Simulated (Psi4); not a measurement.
# CH5B (BH2Me), step by step

We compute a structure relaxation (r2SCAN-3c/def2-mTZVPP), then vibrational wavenumbers, then the energy (SCS-MP2/aug-cc-pVDZ) of CH5B (BH2Me). 

Program for the calculation: Psi4 1.11.

**1. The structure to begin with**

CH5B has 7 atoms, charge 0, and is taken as a singlet. SMILES: `[H]B([H])C`. Geometry: relaxed at GFN2-xTB. The run starts from this shape.

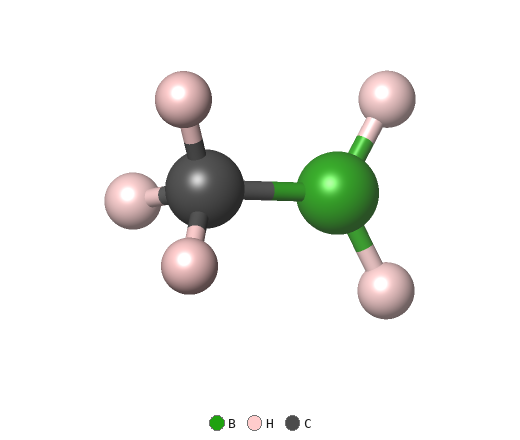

Viewed from a chosen angle; boron green, hydrogen pink, carbon dark grey.

**2. A structure relaxation at r2SCAN-3c/def2-mTZVPP (density fitting) (run 1)**

Input file input.in:

```
memory 1600 mb

molecule {
  B
  H 1 1.170104
  H 1 1.170017 2 119.35786
  C 1 1.564883 3 120.56625 2 -177.75211
  H 4 1.092553 1 107.02663 3 93.3798
  H 4 1.087447 5 106.36746 1 122.80718
  H 4 1.088161 6 108.63147 5 -113.50737
}

set {
  geom_maxiter 60
}

result = optimize("r2scan-3c")
```

Command:

```console
psi4 -n 1 input.in input.out
```

input.out:

```text
[...]
  Running in c1 symmetry.
[...]
  Nuclear repulsion =   31.931008171510548
[...]
  Multiplicity = 1
[...]
  Nalpha       = 8
  Nbeta        = 8
[...]
    Number of basis functions: 63
[...]
   @DF-RKS iter   1:   -65.61143968598668   -3.56753e-01   1.18874e-02 ADIIS/DIIS
[...]
   @DF-RKS iter   6:   -65.90335297526396   -1.02318e-12   3.35143e-09 DIIS
[...]
    Orbital Energies [Eh]
    ---------------------
    Doubly Occupied:
       1A    -10.012868     2A     -6.627687     3A     -0.671298
       4A     -0.451120     5A     -0.385746     6A     -0.372619
       7A     -0.306250     8A     -0.290110
[...]
  @DF-RKS Final Energy:   -65.90335297526396
   => Energetics <=
    Nuclear Repulsion Energy =             31.8287654969074119
    One-Electron Energy =                -149.8231315775396411
    Two-Electron Energy =                  63.3694462369854818
    DFT Exchange-Correlation Energy =     -11.2824108817785547
    Empirical Dispersion Energy =           0.0039777501613525
    VV10 Nonlocal Energy =                  0.0000000000000000
    Total Energy =                        -65.9033529752639566
[...]
  -Total Gradient:
     Atom            X                  Y                   Z
    ------   -----------------  -----------------  -----------------
       1        0.000006536226     0.000014474151     0.000021528467
       2        0.000006160350    -0.000035827118    -0.000008795282
       3        0.000004750915    -0.000024079416    -0.000032986473
       4       -0.000057147734    -0.000008662622    -0.000024936047
       5       -0.000000298379    -0.000033403697    -0.000015341808
       6        0.000008607860    -0.000005516603    -0.000002865446
       7        0.000008290190    -0.000009364306     0.000002016592
[...]
```

The script printed:

```text
Optimizer: Optimization complete!
```

It took 46 s on 1 thread of Intel Xeon 6975P-C (Granite Rapids), shared host; peak memory 0.91 GiB.

The path in brief:

| step | energy from the first frame kept (eV) | largest force (eV/Å) |
| --- | --- | --- |
| 0 | 0.0000 | 0.9225 |
| 1 | -0.0247 | 0.2077 |
| 2 | -0.0220 | 0.3036 |
| 3 | -0.0269 | 0.0423 |
| 4 | -0.0271 | 0.0210 |
| 5 | -0.0272 | 0.0086 |
| 6 | -0.0273 | 0.0069 |
| 7 | -0.0273 | 0.0104 |
| 8 | -0.0274 | 0.0071 |
| 9 | -0.0274 | 0.0032 |

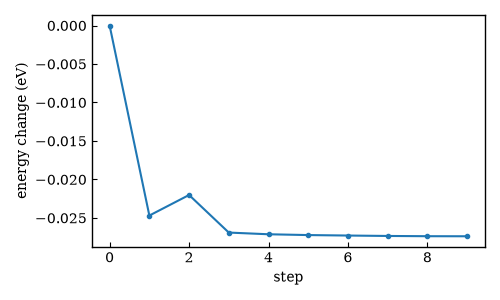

Energy along the run.

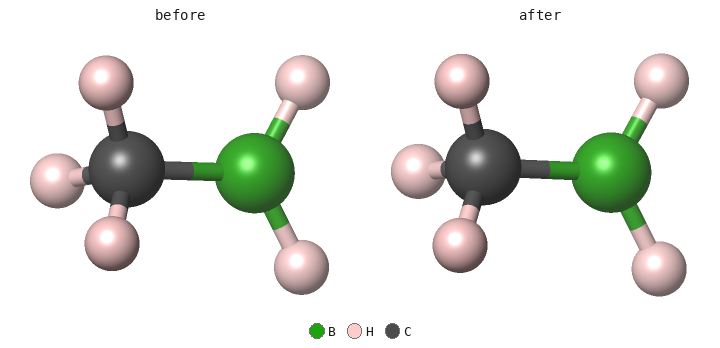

Before and after, at one scale.

After the run. Bond lengths: B1–C4 1.552 Å, B1–H2 1.197 Å, B1–H3 1.197 Å, C4–H5 1.107 Å, C4–H6 1.094 Å, C4–H7 1.094 Å. Angles: B1–C4–H5 103.9°, B1–C4–H6 115.3°, B1–C4–H7 115.3°, H2–B1–C4 120.7°, H3–B1–C4 120.7°, H5–C4–H6 105.4°, H5–C4–H7 105.4°, H6–C4–H7 110.2°, H2–B1–H3 118.4°.

**3. Vibrational wavenumbers at r2SCAN-3c/def2-mTZVPP (density fitting) (run 2)**

Input file ch5b.xyz:

```xyz
7
CH5B
B      0.449826     0.767946     0.028864
H      1.646537     0.769193     0.031656
H     -0.120592     1.817660    -0.040908
C     -0.341934    -0.566588     0.029036
H     -0.444279    -0.815530    -1.044914
H     -1.364905    -0.503777     0.411827
H      0.177934    -1.418875     0.476636
```

Input file job.py:

```python
import psi4

psi4.set_memory(1600000000)
psi4.set_num_threads(1)
psi4.set_output_file('ch5b.out', False)

with open('ch5b.xyz') as f:
    atoms = ''.join(f.readlines()[2:])
geom = psi4.geometry('0 1\n' + atoms + '')

psi4.set_options({
    'reference': 'rks',
    't': 600.0,
    'rotational_symmetry_number': 1,
})

e, wfn = psi4.frequency("R2SCAN-3C", return_wfn=True)
print(f'R2SCAN-3C energy: {e:.10f} Eh')
print('wavenumbers / cm^-1:', wfn.frequencies().np.round(1))
for k, v in sorted(psi4.core.scalar_variables().items()):
    print(f'{k:45s} {v:18.10f}')
```

Command:

```console
python job.py
```

ch5b.out:

```text
[...]
  Running in c1 symmetry.
[...]
  Nuclear repulsion =   31.828766161400395
[...]
  Multiplicity = 1
[...]
  Nalpha       = 8
  Nbeta        = 8
[...]
    Number of basis functions: 63
[...]
   @DF-RKS iter   1:   -65.61037267238527   -3.61288e-01   1.19094e-02 DIIS/ADIIS
[...]
   @DF-RKS iter  10:   -65.90335197389497   -4.74643e-12   4.33072e-09 DIIS
[...]
  @DF-RKS Final Energy:   -65.90335197389497
   => Energetics <=
    Nuclear Repulsion Energy =             31.8291186197781748
    One-Electron Energy =                -149.8237949930000354
    Two-Electron Energy =                  63.3697967025548508
    DFT Exchange-Correlation Energy =     -11.2824502216972729
    Empirical Dispersion Energy =           0.0039779184693141
    VV10 Nonlocal Energy =                  0.0000000000000000
    Total Energy =                        -65.9033519738949707
[...]
  -Total Gradient:
     Atom            X                  Y                   Z
    ------   -----------------  -----------------  -----------------
       1        0.000004133254     0.000024088082    -0.000008318375
       2       -0.000011929850    -0.000040337779     0.000006145954
       3       -0.000030503180    -0.000019697480    -0.000013118542
       4        0.000450078438    -0.000313468977     0.000097511367
       5        0.000135723569    -0.000123010311     0.000009053323
       6       -0.000363675857     0.000047139554     0.000253696125
       7       -0.000245842134     0.000324979118    -0.000315438292
[...]
  ==> Harmonic Vibrational Analysis <==
[...]
  Freq [cm^-1]                 163.4254            548.9237            692.1105
[...]
  Freq [cm^-1]                 977.3940           1067.0194           1085.9647
[...]
  Freq [cm^-1]                1249.0190           1320.0845           1422.2886
[...]
```

Standard output:

```text
Warning: used thermodynamics relations inappropriate for low-frequency modes: ['163.4254' '548.9237']
R2SCAN-3C energy: -65.9033529750 Eh
wavenumbers / cm^-1: [ 163.4  548.9  692.1  977.4 1067.  1086.  1249.  1320.1 1422.3 1472.1
 2575.8 2647.  2958.1 3065.5 3119.5]
CURRENT ENERGY                                    -65.9033529750
CURRENT REFERENCE ENERGY                          -65.9033529750
DD SOLVATION ENERGY                                 0.0000000000
DFT FUNCTIONAL TOTAL ENERGY                       -65.9073307261
DFT TOTAL ENERGY                                  -65.9033529750
DFT VV10 ENERGY                                     0.0000000000
DFT XC ENERGY                                     -11.2824109826
DISPERSION CORRECTION ENERGY                       -0.0007275905
ENTHALPY                                          -65.8346996982
ENTHALPY CORRECTION                                 0.0686532768
FINDIF NUMBER                                      37.0000000000
GIBBS FREE ENERGY                                 -65.9025932340
GIBBS FREE ENERGY CORRECTION                        0.0007597410
GRID ELECTRONS ALPHA                                8.0000085876
GRID ELECTRONS BETA                                 8.0000085876
GRID ELECTRONS TOTAL                               16.0000171753
NUCLEAR REPULSION ENERGY                           31.8287661614
ONE-ELECTRON ENERGY                              -149.8231338475
PCM POLARIZATION ENERGY                             0.0000000000
PE ENERGY                                           0.0000000000
R2SCAN3C DISPERSION CORRECTION ENERGY              -0.0007275905
SCF ITERATION ENERGY                              -65.9033529750
SCF ITERATIONS                                     10.0000000000
SCF TOTAL ENERGY                                  -65.9033529750
THERMAL ENERGY                                    -65.8365997844
THERMAL ENERGY CORRECTION                           0.0667531905
TWO-ELECTRON ENERGY                                63.3694479426
ZERO K ENTHALPY                                   -65.8478471699
ZPVE                                                0.0555058051
```

Wall time 3.5 min (1 thread of Intel Xeon 6975P-C (Granite Rapids), shared host); peak memory 0.89 GiB.

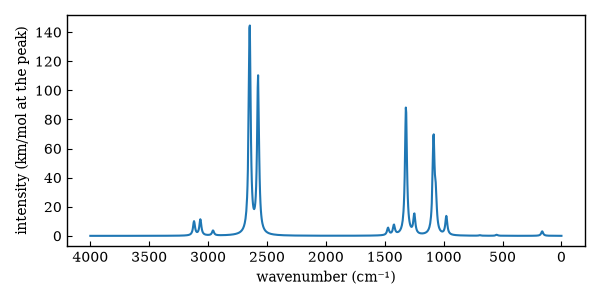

Harmonic infrared spectrum, unscaled, lines broadened by 10 cm⁻¹.

**4. A single-point energy at SCS-MP2/aug-cc-pVDZ (density fitting) (run 3)**

Input file ch5b.in:

```
memory 1600 MB

molecule {
  0 1
  B      0.449826     0.767946     0.028864
  H      1.646537     0.769193     0.031656
  H     -0.120592     1.817660    -0.040908
  C     -0.341934    -0.566588     0.029036
  H     -0.444279    -0.815530    -1.044914
  H     -1.364905    -0.503777     0.411827
  H      0.177934    -1.418875     0.476636
}

set basis aug-cc-pVDZ
set freeze_core true

e, wfn = energy('scs-mp2', return_wfn=True)
```

Command:

```console
psi4 ch5b.in ch5b.out -n 1
```

ch5b.out:

```text
[...]
  Running in c1 symmetry.
[...]
  Nuclear repulsion =   31.828766161400395
[...]
  Multiplicity = 1
[...]
  Nalpha       = 8
  Nbeta        = 8
[...]
    Number of basis functions: 91
[...]
   @RHF iter   1:   -65.35365272869325   -7.53241e-01   4.24147e-03 ADIIS/DIIS
[...]
   @RHF iter  11:   -65.44772845971389   -2.84217e-12   1.96066e-09 DIIS
[...]
  @RHF Final Energy:   -65.44772845971389
   => Energetics <=
    Nuclear Repulsion Energy =             31.8287661614003952
    One-Electron Energy =                -149.5900644372299553
    Two-Electron Energy =                  52.3135698161156810
    Total Energy =                        -65.4477284597138862
[...]
 Multipole Moments:
 ------------------------------------------------------------------------------------
     Multipole            Electronic (a.u.)      Nuclear  (a.u.)        Total (a.u.)
 ------------------------------------------------------------------------------------
 L = 1.  Multiply by 2.5417464519 to convert [e a0] to [Debye]
 Dipole X            :          0.5204549           -0.6265956           -0.1061407
 Dipole Y            :          0.8937906           -1.0742930           -0.1805025
 Dipole Z            :          0.2289186           -0.2493199           -0.0204013
 Magnitude           :                                                    0.2103882
[...]
	SCS-MP2 Total Energy (a.u.)        :   -65.70040912454645
	SOS-MP2 Total Energy (a.u.)        :   -65.68517338124629
	SCSN-MP2 Total Energy (a.u.)       :   -65.52817318433873
[...]
	SOS-PI-MP2 Total Energy (a.u.)     :   -65.72474753483502
[...]
	MP2 Total Energy (a.u.)            :   -65.69130645755801
[...]
```

Run time: 3.6 s. Hardware: 1 thread of Intel Xeon 6975P-C (Granite Rapids), shared host; peak memory 0.47 GiB.

**5. Results**

| quantity | value |
| --- | --- |
| run 1, r2SCAN-3c/def2-mTZVPP: total energy at the end | -65.90335 Eh |
| run 1, r2SCAN-3c/def2-mTZVPP: dipole moment | 0.73 D |
| run 1, r2SCAN-3c/def2-mTZVPP: HOMO energy | -7.89 eV |
| run 1, r2SCAN-3c/def2-mTZVPP: LUMO energy | -1.77 eV |
| run 1, r2SCAN-3c/def2-mTZVPP: HOMO–LUMO gap | 6.12 eV |
| run 2, r2SCAN-3c/def2-mTZVPP: lowest harmonic wavenumber | 163 cm⁻¹ |
| run 2, r2SCAN-3c/def2-mTZVPP: highest harmonic wavenumber | 3119 cm⁻¹ |
| run 2, r2SCAN-3c/def2-mTZVPP: zero-point energy | 145.7 kJ/mol |
| run 2, r2SCAN-3c/def2-mTZVPP: ideal-gas entropy at 600 K (symmetry number 1 as used) | 71.0 cal/(mol K) |
| run 3, SCS-MP2/aug-cc-pVDZ: total energy | -65.70041 Eh |
| run 3, SCS-MP2/aug-cc-pVDZ: HOMO energy (Hartree–Fock orbitals) | -12.52 eV |
| run 3, SCS-MP2/aug-cc-pVDZ: LUMO energy (Hartree–Fock orbitals) | 1.00 eV |
| run 3, SCS-MP2/aug-cc-pVDZ: HOMO–LUMO gap (Hartree–Fock orbitals) | 13.52 eV |
| run 3, SCS-MP2/aug-cc-pVDZ: correlation energy (2 core orbitals frozen) | -252.7 mEh |

**Reading.** The optimisation (run 1, r2SCAN-3c/def2-mTZVPP) took 10 steps and changed the energy by -0.027 eV. All 15 modes (run 2, r2SCAN-3c/def2-mTZVPP) are real, so the shape is a minimum at this level.
